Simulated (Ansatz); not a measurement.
## Electronic structure of C2H6Cl2OZr (SMILES C[O][Zr]([CH3])([Cl])[Cl]) in real space

Input file:

```
crystal:
  periodic: [false, false, false]
  atoms:
    - {symbol: C, position_ang: [-2.189195, 0.865497, -0.407330]}
    - {symbol: O, position_ang: [-0.850506, 0.644621, -0.081609]}
    - {symbol: Zr, position_ang: [0.959694, 0.512416, 0.404666]}
    - {symbol: C, position_ang: [1.462614, -1.591851, 0.014609]}
    - {symbol: Cl, position_ang: [2.330855, 1.817381, -0.998534]}
    - {symbol: Cl, position_ang: [1.263519, 0.872233, 2.713292]}
    - {symbol: H, position_ang: [-2.565721, 0.035459, -1.011026]}
    - {symbol: H, position_ang: [-2.289542, 1.792402, -0.978488]}
    - {symbol: H, position_ang: [-2.789296, 0.942204, 0.503387]}
    - {symbol: H, position_ang: [1.310965, -1.845016, -1.040526]}
    - {symbol: H, position_ang: [2.513520, -1.781326, 0.263015]}
    - {symbol: H, position_ang: [0.843093, -2.264030, 0.618544]}
basis:
  gaussian: {orbitals: def2-TZVPP}
hamiltonian: {xc: pbe0, dispersion: d4}
output: {orbitals: {seedname: orbitals}}
```

Launched as:

```sh
ansatz run in.yaml --threads 2 --pin off --events-out ev --progress --plain --max-ram 31744MiB --backend cpu
```

Geometry: PBE0-D4/def2-TZVP; core potentials replace the inner electrons of Zr.

Level of theory: RKS PBE0-D4/def2-TZVPP (Ansatz).

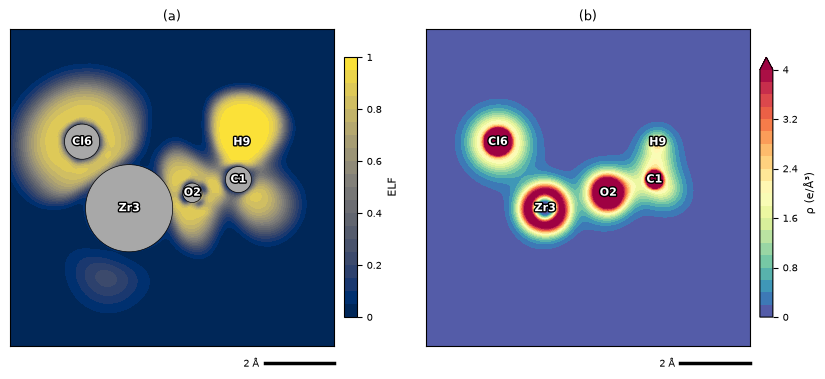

Figure 1. (a) ELF; (b) electron density on the plane of atoms O2, Zr3 and Cl6. Grey discs cover the atomic cores in the ELF map.

Q: What does the map show?

A:
- Atoms in the plane: C, O, Zr, Cl and H.
- C–O (1.40 Å): ρ at the midpoint is about 2.1 e/Å³, with its minimum of 1.8 e/Å³ about 0.5 Å from C; the ELF peaks at about 0.85 between the atoms; a polar covalent bond.
- Zr–O (1.88 Å): the density is about 1 e/Å³ at the midpoint; the ELF peaks at about 0.80 in the valence shell of O, 0.5 Å from its nucleus, and drops to about 0.25 between the two atoms.
- Zr–Cl (2.36 Å): the density is about 0.59 e/Å³ at the midpoint; the ELF peaks at about 0.85 in the valence shell of Cl, 0.8 Å from its nucleus, and is about 0.35 at the midpoint.
- C–H (1.09 Å): ρ is about 2.1 e/Å³ halfway; the ELF climbs to about 1 towards the hydrogen, as it does in any bond to H; a covalent bond by its length.

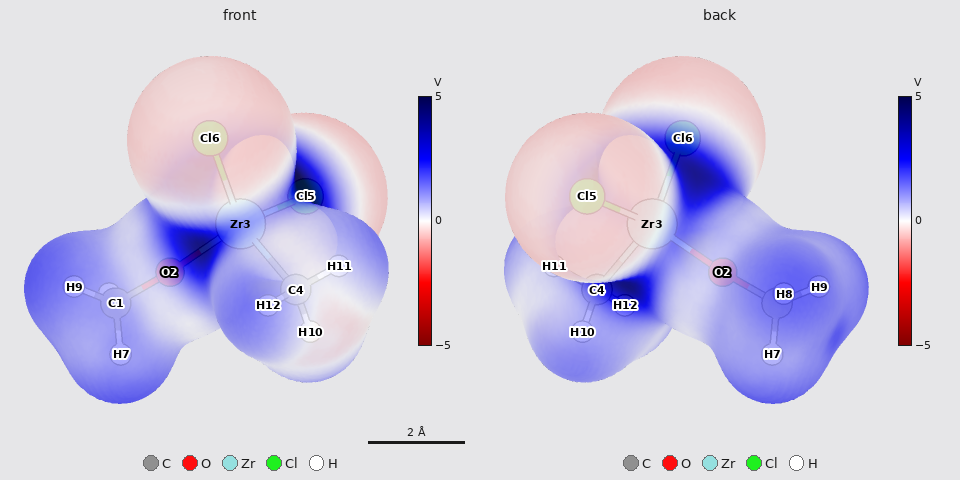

Figure 2. The molecular electrostatic potential painted on the density surface at 0.004 e/bohr³, seen from the front and from behind; red is negative and blue positive.

Q: Describe the electrostatic potential map.

A: The most negative region (about −0.5 V) lies over Cl5 and Cl6, the most positive (about +4.8 V) over Zr3.

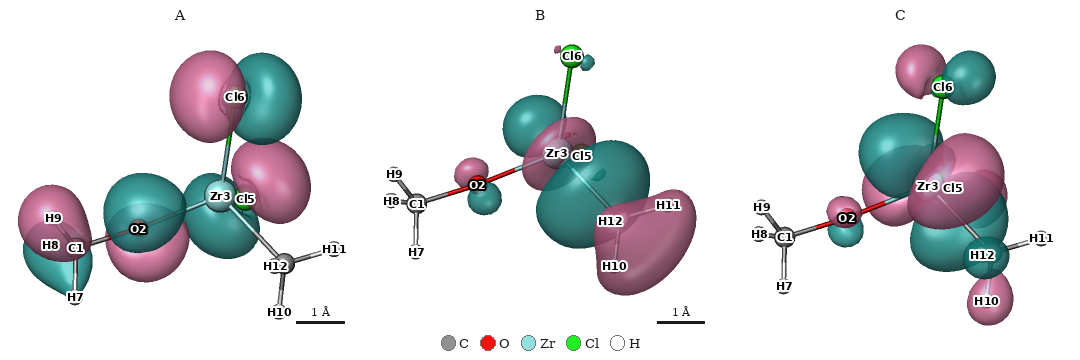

Figure 3. Three frontier orbitals at ±0.1 Å⁻³ᐟ² (teal and pink are the two phases), in no order.

Q: Order the three orbitals by energy and name them.

A: A is the HOMO−1 (−8.90 eV). By Hirshfeld shares it lies mainly on O2 (about 30 %), Cl5 (about 25 %), Cl6 (about 25 %) and C1 (about 10 %); largely a combination of lone pairs on O2, Cl5 and Cl6. B is the HOMO (−7.99 eV). Its weight (Hirshfeld) is mainly on C4 (about 50 %) and Zr3 (about 30 %). C is the LUMO (−1.46 eV). By Hirshfeld shares it lies mainly on Zr3 (about 70 %), Cl5 (about 10 %) and Cl6 (about 10 %).

Q: What is the HOMO–LUMO gap?

A: 6.53 eV between the orbital energies.

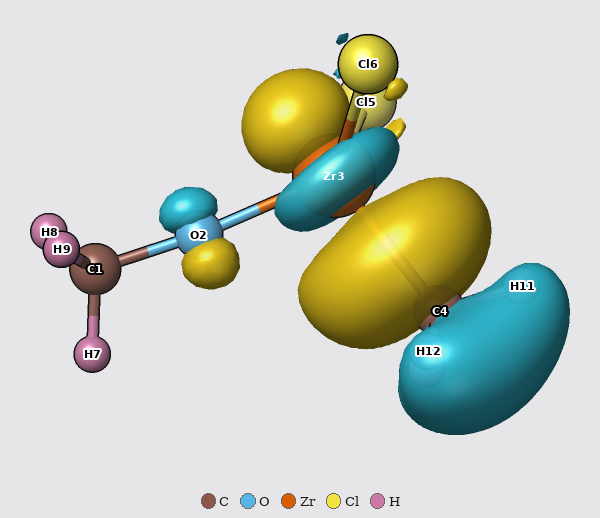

Figure 4. The HOMO at ±0.1 Å⁻³ᐟ² (yellow and cyan are the two phases), seen across its widest extent.

Q: What is the character of this orbital?

A: Its weight (Hirshfeld) is mainly on C4 (about 50 %) and Zr3 (about 30 %). Its energy is −7.99 eV.
